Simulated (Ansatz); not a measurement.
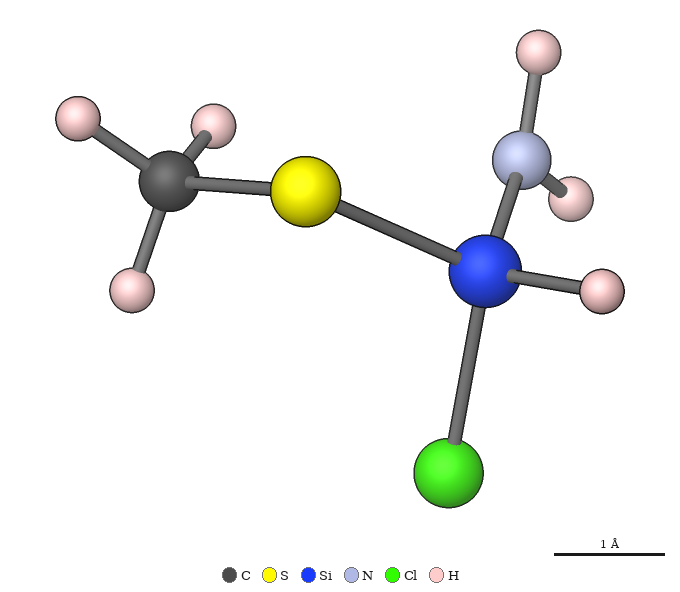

Ball-and-stick drawing of a structure. Every bond is drawn as one stick, whatever its order.

Describe the molecule.

It has 11 atoms: 1 carbon, 6 hydrogen, 1 chlorine, 1 nitrogen, 1 sulfur and 1 silicon (CH₆ClNSSi). SMILES: `CS[Si@H](N)Cl`. It has no ring. Among its groups: Si–H bond, Si–N bond. The point group is C1. Coordination, clear cases only: 1 C tetrahedral; 1 S bent; 1 Si tetrahedral.

The parts below concern this one geometry. Atoms keep their numbers from picture to picture. The geometry was computed by an optimisation with PBE0-D4/def2-TZVP.

**Geometry**

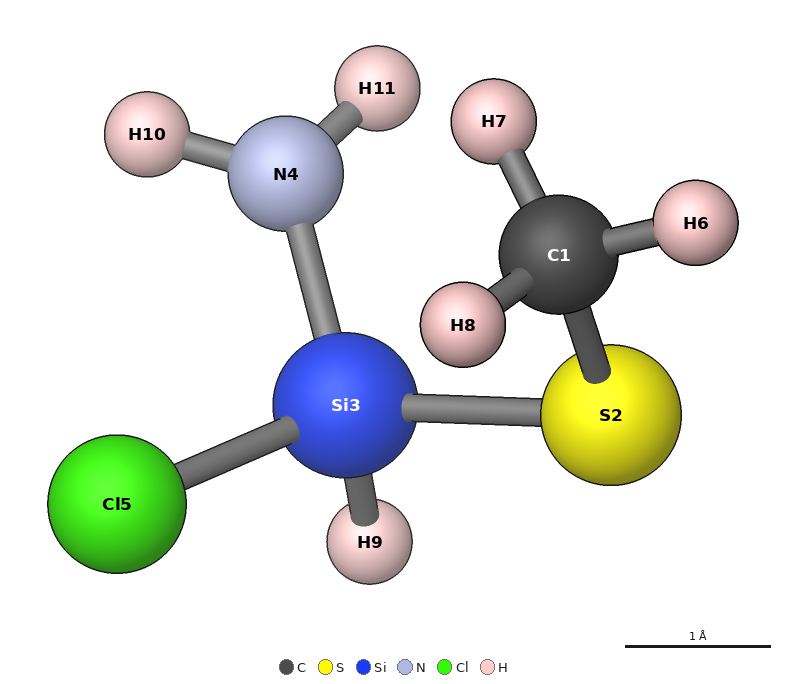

The atoms are numbered.

Estimate the angles S2–C1–H6, S2–C1–H7, S2–C1–H8, C1–S2–Si3, S2–Si3–N4, S2–Si3–Cl5, S2–Si3–H9, N4–Si3–Cl5, N4–Si3–H9, Cl5–Si3–H9, Si3–N4–H10, Si3–N4–H11.

| angle | degrees |
| --- | --- |
| S2–C1–H6 | 106.8 |
| S2–C1–H7 | 110.7 |
| S2–C1–H8 | 110.3 |
| C1–S2–Si3 | 100.1 |
| S2–Si3–N4 | 110.5 |
| S2–Si3–Cl5 | 113.5 |
| S2–Si3–H9 | 104.5 |
| N4–Si3–Cl5 | 104.2 |
| N4–Si3–H9 | 117.6 |
| Cl5–Si3–H9 | 106.8 |
| Si3–N4–H10 | 120.9 |
| Si3–N4–H11 | 120.8 |

**Dipole moment**

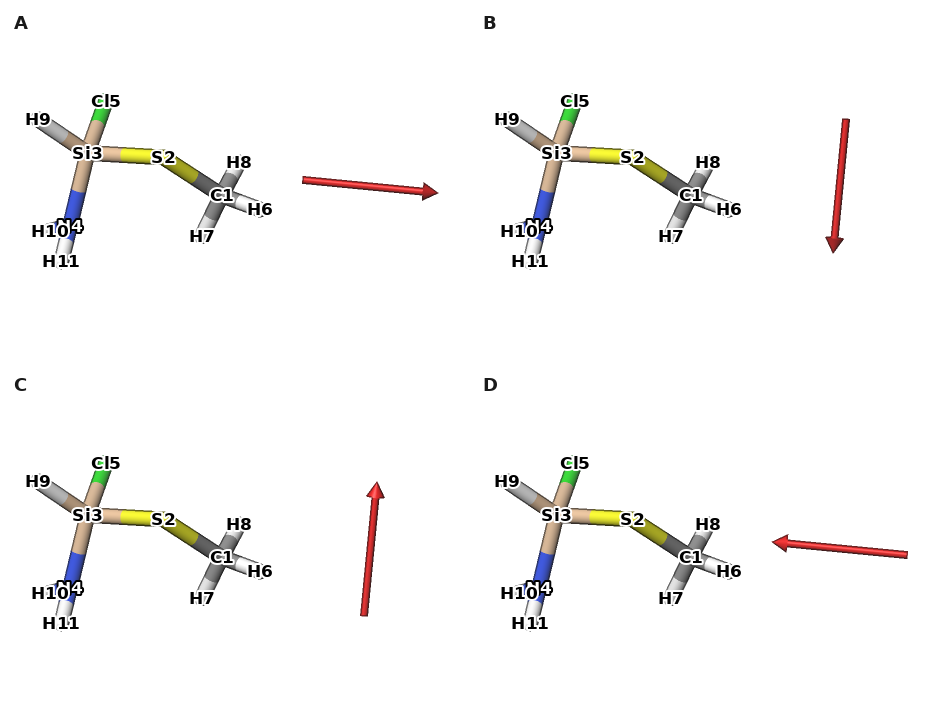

The same molecule four times, each with an arrow. Level of theory: RKS PBE0-D4/def2-TZVP (Ansatz 0.2.0).

Question: Which arrow points along the dipole moment, from the negative to the positive end?

Answer: B. The dipole moment is 2.51 D; it points from the side of Cl5 to the side of H11 (the outermost atoms at the two ends).

**Electronic properties**

Method: RKS BLYP-D4/def2-TZVPP (Ansatz 0.2.0).

What does the calculation give?

- HOMO energy (Kohn–Sham orbital): −5.76 eV
- LUMO energy (Kohn–Sham orbital): −0.59 eV
- HOMO–LUMO gap: 5.17 eV
- dispersion correction: −66.1 kJ/mol

**Vibrations**

Harmonic vibrations computed with RKS PBE0-D4/def2-TZVP (Ansatz 0.2.0) at a stationary point of the same level.

Question: List the wavenumbers.

Answer: 27 modes: 69, 91, 141, 170, 205, 311, 313, 346, 485, 559, 724, 753, 808, 866, 889, 977, 989, 1346, 1465, 1478, 1566, 2239, 3072, 3167, 3171, 3609, 3711 cm⁻¹.
